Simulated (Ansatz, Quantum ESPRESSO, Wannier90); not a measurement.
# Ballistic channels from Wannier functions: straight Os chain, spacing 2.28 Å, part 4 of 6

How many channels does the wire offer, and does a small Wannier basis get them right? The wire: straight Os chain, spacing 2.28 Å.

Quantum ESPRESSO 7.5 and Wannier90 3.1.0; plane-wave DFT, PBE, PseudoDojo norm-conserving pseudopotentials; cross-check by Ansatz 0.2.0 with PAW datasets.

So far. Step 2 (SCF with pw.x): The run needed 9 iterations to bring the estimated error under 1e-07 Ry. Step 6 (Localisation, bands and conductance, with dis_win_max − …): The outer window must hold at least num_wann states at every k: widen it, with enough bands computed to fill it.

### Step 9. Localisation, bands and conductance

Level of this step: maximally localised Wannier functions and ballistic conductance; plane-wave DFT, PBE, PseudoDojo norm-conserving pseudopotentials (Wannier90).

After disentangling and localising, transport_mode = bulk builds principal layers from hoppings within dist_cutoff and counts open channels.

wan.win reads:

```
num_wann = 9
num_bands = 37
num_iter = 200
num_print_cycles = 20
conv_tol = 1e-8
conv_window = 5
guiding_centres = true
dis_num_iter = 1500
dis_conv_tol = 1e-8
dis_win_min = -13.3687
dis_win_max = 17.6313
dis_froz_max = -0.8687
search_shells = 120
fermi_energy = -2.3687

transport = true
transport_mode = bulk
one_dim_axis = z
dist_cutoff = 18.14
dist_cutoff_mode = one_dim
tran_win_min = -4.0
tran_win_max = 2.0
tran_energy_step = 0.02

bands_plot = true
bands_num_points = 96
begin kpoint_path
G 0.0 0.0 0.0 Z 0.0 0.0 0.5
end kpoint_path

begin projections
Os:s;p;d
end projections

begin unit_cell_cart
ang
  8.0000000000 0.0000000000 0.0000000000
  0.0000000000 8.0000000000 0.0000000000
  0.0000000000 0.0000000000 2.2800000000
end unit_cell_cart

begin atoms_frac
  Os 0.0000000000 0.0000000000 0.0000000000
end atoms_frac

mp_grid = 1 1 16
begin kpoints
  0.0 0.0 0.0000000000
  0.0 0.0 0.0625000000
  0.0 0.0 0.1250000000
  0.0 0.0 0.1875000000
  0.0 0.0 0.2500000000
  0.0 0.0 0.3125000000
  0.0 0.0 0.3750000000
  0.0 0.0 0.4375000000
  0.0 0.0 0.5000000000
  0.0 0.0 0.5625000000
  0.0 0.0 0.6250000000
  0.0 0.0 0.6875000000
  0.0 0.0 0.7500000000
  0.0 0.0 0.8125000000
  0.0 0.0 0.8750000000
  0.0 0.0 0.9375000000
end kpoints
```

Command:

```
$ OMP_NUM_THREADS=1 wannier90.x wan > wan.run.log
```

What it wrote:

```text
[banner, memory and clock lines left out]
+---------------------------------------------------+
             |                                                   |
             |                   WANNIER90                       |
             |                                                   |
             +---------------------------------------------------+
             |                                                   |
             |        Welcome to the Maximally-Localized         |
             |        Generalized Wannier Functions code         |
             |                             |
             |                                                   |
             |                                                   |
             |  Wannier90 Developer Group:                       |
             |    Giovanni Pizzi    (EPFL)                       |
             |    Valerio Vitale    (Cambridge)                  |
             |    David Vanderbilt  (Rutgers University)         |
             |    Nicola Marzari    (EPFL)                       |
             |    Ivo Souza         (Universidad del Pais Vasco) |
             |    Arash A. Mostofi  (Imperial College London)    |
             |    Jonathan R. Yates (University of Oxford)       |
             |                                                   |
             |  For the full list of Wannier90 3.x authors,      |
             |  please check the code documentation and the      |
             |  README on the GitHub page of the code            |
             |                                                   |
             |                                                   |
             |                                                   |
             |  [ref] "Wannier90 as a community code:            |
             |        new features and applications",            |
             |        165902 (2020).                             |
             |            |
             |                                                   |
             |  in any publications arising from the use of      |
             |                                                   |
             |  [ref] "Maximally Localized Generalised Wannier   |
             |         Functions for Composite Energy Bands"     |
             |         N. Marzari and D. Vanderbilt              |
             |         Phys. Rev. B 56 12847 (1997)              |
             |                                                   |
             |  [ref] "Maximally Localized Wannier Functions     |
             |         for Entangled Energy Bands"               |
             |         I. Souza, N. Marzari and D. Vanderbilt    |
             |         Phys. Rev. B 65 035109 (2001)             |
             |                                                   |
             |                                                   |
             | Copyright (c) 1996-2020                           |
             |        The Wannier90 Developer Group and          |
             |        individual contributors                    |
             |                                                   |
             |      Release: 3.1.0        5th March    2020      |
             |                                                   |
             | This program is free software; you can            |
             | redistribute it and/or modify it under the terms  |
             | of the GNU General Public License as published by |
             | the Free Software Foundation; either version 2 of |
             | the License, or (at your option) any later version|
             |                                                   |
             | This program is distributed in the hope that it   |
             | will be useful, but WITHOUT ANY WARRANTY; without |
             | even the implied warranty of MERCHANTABILITY or   |
             | FITNESS FOR A PARTICULAR PURPOSE. See the GNU     |
             | General Public License for more details.          |
             |                                                   |
             | You should have received a copy of the GNU General|
             | Public License along with this program; if not,   |
             | write to the Free Software Foundation, Inc.,      |
             | 675 Mass Ave, Cambridge, MA 02139, USA.           |
             |                                                   |
             +---------------------------------------------------+
             +---------------------------------------------------+

 ******************************************************************************
 * -> Using CODATA 2006 constant values                                       *
 *    (                      *
 * -> Using Bohr value from CODATA                                            *
 ******************************************************************************

 Running in serial (with parallel executable)

                                    ------
                                    SYSTEM
                                    ------

                              Lattice Vectors (Ang)
                    a_1     8.000000   0.000000   0.000000
                    a_2     0.000000   8.000000   0.000000
                    a_3     0.000000   0.000000   2.280000

                   Unit Cell Volume:     145.92000  (Ang^3)

                        Reciprocal-Space Vectors (Ang^-1)
                    b_1     0.785398   0.000000   0.000000
                    b_2     0.000000   0.785398   0.000000
                    b_3     0.000000   0.000000   2.755783

 *----------------------------------------------------------------------------*
 |   Site       Fractional Coordinate          Cartesian Coordinate (Ang)     |
 +----------------------------------------------------------------------------+
 | Os   1   0.00000   0.00000   0.00000   |    0.00000   0.00000   0.00000    |
 *----------------------------------------------------------------------------*
                                ------------
                                K-POINT GRID
                                ------------

             Grid size =  1 x  1 x 16      Total points =   16

 *---------------------------------- MAIN ------------------------------------*
 |  Number of Wannier Functions               :                 9             |
 |  Number of Objective Wannier Functions     :                 9             |
 |  Number of input Bloch states              :                37             |
 |  Output verbosity (1=low, 5=high)          :                 1             |
[...]
Sum of centres and spreads ( -0.082646,  1.479556, -3.437278 )    12.97918216

     40    -0.727E-02     0.2436338878       12.9791821632       3.72  <-- CONV
        O_D=      0.0670330 O_OD=      2.7736226 O_TOT=     12.9791822 <-- SPRD
 Delta: O_D=  0.1225590E-02 O_OD= -0.8496111E-02 O_TOT= -0.7270520E-02 <-- DLTA
 Cycle:     60
[...]
Sum of centres and spreads ( -0.082123,  1.489989, -3.437506 )    12.68801335

     60    -0.904E-02     0.2840043653       12.6880133454       3.74  <-- CONV
        O_D=      0.0663759 O_OD=      2.4831109 O_TOT=     12.6880133 <-- SPRD
 Delta: O_D=  0.8521900E-03 O_OD= -0.9888287E-02 O_TOT= -0.9036097E-02 <-- DLTA
 Cycle:     80
[...]
Sum of centres and spreads ( -0.015106,  1.500196, -3.437314 )    12.57013487

     80    -0.537E-02     0.2160341931       12.5701348687       3.77  <-- CONV
        O_D=      0.0651286 O_OD=      2.3664797 O_TOT=     12.5701349 <-- SPRD
 Delta: O_D= -0.2205231E-03 O_OD= -0.5152974E-02 O_TOT= -0.5373497E-02 <-- DLTA
 Cycle:    100
[...]
Sum of centres and spreads (  0.034474,  1.509777, -3.437314 )    12.47098191

    100    -0.464E-02     0.1954625853       12.4709819103       3.79  <-- CONV
        O_D=      0.0637837 O_OD=      2.2686716 O_TOT=     12.4709819 <-- SPRD
 Delta: O_D=  0.1203538E-02 O_OD= -0.5847504E-02 O_TOT= -0.4643966E-02 <-- DLTA

 Writing checkpoint file wan.chk... done

 Cycle:    120
[...]
Sum of centres and spreads (  0.066595,  1.512490, -3.437392 )    12.40440369

    120    -0.175E-02     0.1255308538       12.4044036860       3.81  <-- CONV
        O_D=      0.0612854 O_OD=      2.2045917 O_TOT=     12.4044037 <-- SPRD
 Delta: O_D=  0.1283516E-03 O_OD= -0.1882604E-02 O_TOT= -0.1754253E-02 <-- DLTA
 Cycle:    140
[...]
Sum of centres and spreads (  0.077944,  1.512093, -3.437338 )    12.38222759

    140    -0.642E-03     0.0743087598       12.3822275929       3.84  <-- CONV
        O_D=      0.0613474 O_OD=      2.1823536 O_TOT=     12.3822276 <-- SPRD
 Delta: O_D= -0.1361264E-03 O_OD= -0.5054815E-03 O_TOT= -0.6416080E-03 <-- DLTA
 Cycle:    160
[...]
Sum of centres and spreads (  0.082427,  1.511165, -3.437343 )    12.37643687

    160    -0.148E-03     0.0354281777       12.3764368693       3.86  <-- CONV
        O_D=      0.0609279 O_OD=      2.1769824 O_TOT=     12.3764369 <-- SPRD
 Delta: O_D=  0.9857537E-04 O_OD= -0.2461573E-03 O_TOT= -0.1475819E-03 <-- DLTA
 Cycle:    180
[...]
Sum of centres and spreads (  0.084196,  1.510471, -3.437353 )    12.37479402

    180    -0.415E-04     0.0190934792       12.3747940226       3.88  <-- CONV
        O_D=      0.0606040 O_OD=      2.1756634 O_TOT=     12.3747940 <-- SPRD
 Delta: O_D= -0.5103292E-05 O_OD= -0.3635115E-04 O_TOT= -0.4145444E-04 <-- DLTA
 Cycle:    200
[...]
Sum of centres and spreads (  0.084779,  1.510172, -3.437345 )    12.37417020

    200    -0.259E-04     0.0149602188       12.3741701985       3.91  <-- CONV
        O_D=      0.0606552 O_OD=      2.1749884 O_TOT=     12.3741702 <-- SPRD
 Delta: O_D= -0.3297921E-04 O_OD=  0.7085836E-05 O_TOT= -0.2589337E-04 <-- DLTA

 Writing checkpoint file wan.chk... done

 Final State
[...]
WF centre and spread    2  (  0.117629,  2.207028, -4.574019 )     2.03201544
  WF centre and spread    3  ( -0.897365, -0.032755,  0.000772 )     1.43407908
  WF centre and spread    4  (  0.018768, -1.167118, -0.001191 )     1.61280352
  WF centre and spread    5  (  0.065021,  0.231925,  0.003555 )     1.15222202
  WF centre and spread    6  ( -0.005847,  0.000284, -0.000511 )     0.96921507
  WF centre and spread    7  (  0.000917, -0.063230, -0.003084 )     1.00436856
  WF centre and spread    8  (  0.855754, -0.037584,  0.000284 )     1.41584202
  WF centre and spread    9  ( -0.092685,  0.066628,  0.000193 )     1.04571806
  Sum of centres and spreads (  0.084779,  1.510172, -3.437345 )    12.37417020

         Spreads (Ang^2)       Omega I      =    10.138526586
        ================       Omega D      =     0.060655207
                               Omega OD     =     2.174988405
    Final Spread (Ang^2)       Omega Total  =    12.374170199
 Time for wannierise            0.225 (sec)

 Writing checkpoint file wan.chk... done

 *---------------------------------------------------------------------------*
 |                               PLOTTING                                    |
 *---------------------------------------------------------------------------*

 Translated centres
    translation centre in fractional coordinate:  0.000000  0.000000  0.000000
  WF centre     1  (  0.022587,  0.304993,  1.136655 )
  WF centre     2  (  0.117629,  2.207028, -0.014019 )
  WF centre     3  ( -0.897365, -0.032755,  0.000772 )
  WF centre     4  (  0.018768, -1.167118, -0.001191 )
  WF centre     5  (  0.065021,  0.231925,  0.003555 )
  WF centre     6  ( -0.005847,  0.000284, -0.000511 )
  WF centre     7  (  0.000917, -0.063230, -0.003084 )
  WF centre     8  (  0.855754, -0.037584,  0.000284 )
  WF centre     9  ( -0.092685,  0.066628,  0.000193 )

 Calculating interpolated band-structure

 Time to calculate interpolated band structure       0.010 (sec)

 Time for plotting              0.014 (sec)

 *---------------------------------------------------------------------------*
 |                              TRANSPORT                                    |
 *---------------------------------------------------------------------------*

 Calculation of Quantum Conductance and DoS: bulk mode

 Maximum imaginary part of the real-space Hamiltonian:     0.171143

     Maximum real part of the real-space Hamiltonian at each lattice point
            Lattice point R           Max |H_ij(R)|
                  -9                     0.000000
                  -8                     0.002327
                  -7                     0.005902
                  -6                     0.003182
                  -5                     0.007776
                  -4                     0.015058
                  -3                     0.108224
                  -2                     0.460300
                  -1                     2.343370
                   0                     5.719270
                   1                     2.343370
                   2                     0.460300
                   3                     0.108224
                   4                     0.015058
                   5                     0.007776
                   6                     0.003182
                   7                     0.005902
                   8                     0.002327
                   9                     0.000000

 Number of unit cells inside the principal layer:     8
 Number of Wannier Functions inside the principal layer:    72

 Calculating quantum conductance and density of states... done

 Time for transport             5.457 (sec)
 Total Execution Time           9.614 (sec)

 *===========================================================================*
 |                             TIMING INFORMATION                            |
 *===========================================================================*
 |    Tag                                                Ncalls      Time (s)|
 |---------------------------------------------------------------------------|
 |kmesh: get                                        :         1         0.030|
 |overlap: allocate                                 :         1         0.000|
 |overlap: read                                     :         1         0.188|
 |dis: main                                         :         1         3.690|
 |wann: main                                        :         1         0.225|
 |plot: main                                        :         1         0.014|
 |tran: main                                        :         1         5.457|
 *---------------------------------------------------------------------------*

 All done: wannier90 exiting
[key lines of the parts left out:]
|  Fermi energy (eV)                         :            -2.369             |
```

Wall time 10 s (1 MPI rank of Intel Xeon Platinum 8488C (Sapphire Rapids), shared host); peak memory 0.08 GiB.

This step gave:

- lead channels at the Fermi level, one spin: 6.000
- total spread: 12.37 Å²
- gauge-invariant spread: 10.14 Å²
- largest misfit to plane-wave levels between mesh points, inside the frozen window: 0.01117 eV

Per spin. The quantum conductance of the perfect wire, open channels by energy, zero at the Fermi level:

```tsv
energy (eV)	quantum conductance of the perfect wire, open channels
-4.000	3.00
-3.500	3
-3.000	3
-2.500	3
-2.000	4
-1.500	4
-1.020	6
-0.500	6
0.000	6
0.500	4
1.000	4
1.500	3
2.000	3
```

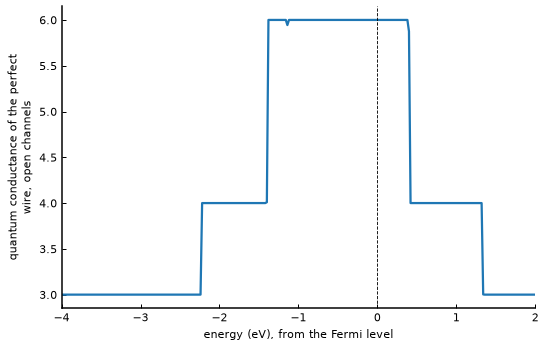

Quantum conductance of the perfect wire, open channels, plotted against energy.

Wannier functions:

```tsv
no.	x (Å)	y (Å)	z (Å)	spread (Å²)
1	0.02259	0.305	1.137	1.708
2	0.1176	2.207	-4.574	2.032
3	-0.8974	-0.03275	7.72e-4	1.434
4	0.01877	-1.167	-0.001191	1.613
5	0.06502	0.2319	0.003555	1.152
6	-0.005847	2.84e-4	-5.11e-4	0.9692
7	9.17e-4	-0.06323	-0.003084	1.004
8	0.8558	-0.03758	2.84e-4	1.416
9	-0.09269	0.06663	1.93e-4	1.046
```

Electronic bands along the path, in eV, zero at the Fermi level; # counts the bands kept:

```tsv
point	#1	#2	#3	#4	#5	#6	#7	#8
Γ	-6.68	-2.23	-1.40	-1.40	3.00	3.18	3.18	3.33
Z	-4.14	-4.14	0.40	0.40	1.33	6.37	10.21	10.40
```

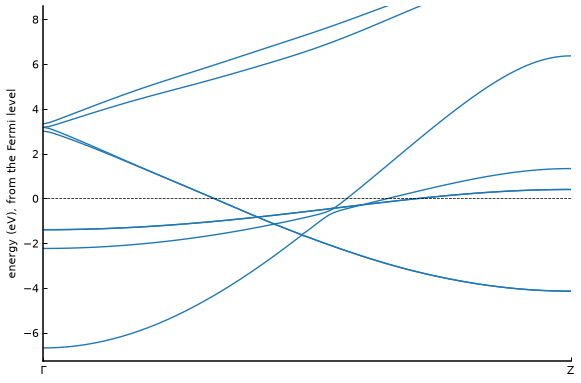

Electronic bands along the path.

Bands and channels are those of the Wannier model: bands that were not projected, and all outside the frozen window, are missing or only approximate.

Disentanglement stopped at its cap on iterations, so these spreads are not final.

At least 1 of the functions sits far from every atom, off the bonds: the outer window has let in states of the vacuum, so the basis is not the atomic one that was projected.

### Step 10. Neighbour list from wannier90 -pp, with dis_froz_max − E_F = 0.0

A sensitivity test on the input.

wan_w.win, as its differences from the input of step 9:

```diff
@@ -11,3 +11,3 @@
 dis_win_max = 17.6313
-dis_froz_max = -0.8687
+dis_froz_max = -2.3687
 search_shells = 120
```

Command:

```
$ OMP_NUM_THREADS=1 wannier90.x -pp wan_w > wan_w.pp.log
```

It took 0.65 s on 1 MPI rank; peak memory 0.08 GiB.

### Step 11. Overlaps and projections

The same post-processing, on the changed run.

wan_w.p2w.in reads:

```
&inputpp
  prefix = 'nscf'
  outdir = './out'
  seedname = 'wan_w'
  write_mmn = .true.
  write_amn = .true.
  write_unk = .false.
/
```

Command:

```
$ OMP_NUM_THREADS=1 mpirun -n 4 pw2wannier90.x -in wan_w.p2w.in > wan_w.p2w.out
```

The job ended after 4.8 s (4 MPI ranks; peak memory 0.22 GiB; 18 s of CPU time).

(Continued in part 5 of 6.)

[Logs are printed without paths, hosts, clocks, repeated set-up lines and the standing remarks that a program may print on its own settings, such as how far it seeks lower states.]

[Hosts, paths, dates, database ids (printed as entryN), source tags and the programs' standing remarks are cut or masked in the printed files.]

[Maps of the electrostatic potential energy from Ansatz leave out the sawtooth potential of an applied field or a dipole correction, so their vacuum need not be flat; planar profiles and work functions include it.]
